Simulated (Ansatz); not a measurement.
CH4Al2: single-point calculation

CH4Al2, computed with RKS PBE-QIDH/aug-pcseg-2 (Ansatz 0.2.0).

Some settings of this run were made unusual or wrong on purpose. The geometry comes from this level: PBE0-D4/def2-TZVP.

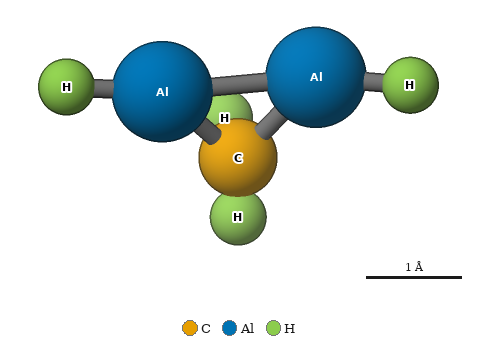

The input geometry (ball-and-stick view, seen at a tilt). Sticks mark near contacts. Bond lengths as drawn: Al–Al 1.63 Å, Al–C 1.29 to 1.32 Å, Al–H 1.01 Å and C–H 0.64 to 0.70 Å.

What the run reported:

| quantity | value |
| --- | --- |
| outcome | converged |
| total energy | −14233.7541 eV |
| mean-field energy | −14230.3156 eV |
| SCF solution under orbital rotations | stable within restricted orbitals |
| largest force (length of the vector) | 64.472 eV/Å |
| dipole moment | 2.00 D |
| hardware | 2 threads of Arm Neoverse V1, 23 GiB of memory available, shared host |
| wall time | 25 s (CPU time 49 s) |
| peak memory | 0.82 GiB |

What went wrong:

A setting was made wrong on purpose: squeeze. The program still converged, but the numbers can't be taken as results for the intended system.

Input:
```yaml
crystal:
  periodic: [false, false, false]
  atoms:
    - {symbol: C, position_ang: [-0.397002, -0.071221, -0.289400]}
    - {symbol: Al, position_ang: [0.043728, 0.548785, 0.755345]}
    - {symbol: Al, position_ang: [0.811094, -0.574476, -0.147997]}
    - {symbol: H, position_ang: [-0.982477, -0.296415, -0.433037]}
    - {symbol: H, position_ang: [-0.197346, 0.461171, -0.693943]}
    - {symbol: H, position_ang: [-0.303877, 1.309692, 1.328535]}
    - {symbol: H, position_ang: [1.178471, -1.455259, -0.480418]}
basis:
  gaussian: {orbitals: aug-pcseg-2}
hamiltonian: {xc: {name: PBE-QIDH}}
output: {forces: true}
```

Launch command:
```bash
ansatz run in.yaml --threads 2 --pin off --events-out ev --progress --plain --max-ram 4352MiB
```

Log:
```
Functional definition: PBE-QIDH
  name "PBE-QIDH"
  cite "Brémond, Sancho-García, Pérez-Jiménez & Adamo, J. Chem. Phys. 141, 031101 (2014) doi:10.1063/1.4890314"
  cite "Perdew, Burke & Ernzerhof, Phys. Rev. Lett. 77, 3865 (1996) doi:10.1103/PhysRevLett.77.3865"
  parameter a = 3^(-1/3)
  parameter c = 1/3
  exchange = (1 - a)*pbe_x + a*exact_x
  correlation = (1 - c)*pbe_c + c*(mp2_os + mp2_ss)
1443 factors; integrals over basis functions are off by at most 9.1e-4 eV
mean field evaluation 1: about -14214.0593 eV, gradient 9.8e1 eV
mean field evaluation 2: about -14214.2365 eV, gradient 9.7e1 eV
mean field evaluation 4: about -14230.1713 eV, gradient 7.4e0 eV
mean field evaluation 8: about -14230.3152 eV, gradient 2.7e-1 eV
mean field evaluation 16: about -14230.3156 eV, gradient 2.7e-4 eV
mean field -14230.31560358 eV, -522.9544527770 hartree, gradient 3.9e-6 eV, S^2 0.000000; 0 other end points of the search recorded, 0 dependent functions left out; unrestricted orbitals would lower it
11 core orbitals not correlated: weight in the atoms' cores, before any rotation towards them, 0.997 or more for the frozen orbitals, at most 0.001 for the correlated occupied ones
reference -14230.31562000 eV, -522.9544533808 hartree; 7, 7 occupied and 220, 220 virtual orbitals, 1443 factors
second order -10.31544482 eV of doubles, -0.00000000 eV of singles
the calculation of the forces begins
Total energy: -14233.75410161 eV, -523.0808152491 hartree
Atom 0 at    -0.397002    -0.071221    -0.289400 Å, force    -3.342181   -18.407684     4.755005 eV/Å
Atom 1 at     0.043728     0.548785     0.755345 Å, force    14.332196    15.004222    30.108604 eV/Å
Atom 2 at     0.811094    -0.574476    -0.147997 Å, force    34.572411    -5.549890     1.284205 eV/Å
Atom 3 at    -0.982477    -0.296415    -0.433037 Å, force   -58.439362   -22.136446   -15.855471 eV/Å
Atom 4 at    -0.197346     0.461171    -0.693943 Å, force    12.085708    35.000063   -26.904021 eV/Å
Atom 5 at    -0.303877     1.309692     1.328535 Å, force    -9.975872    21.109652    16.176491 eV/Å
Atom 6 at     1.178471    -1.455259    -0.480418 Å, force    10.767100   -25.019916    -9.564813 eV/Å
Dipole moment:    -0.374787    -0.016870    -0.180856 e Å
```
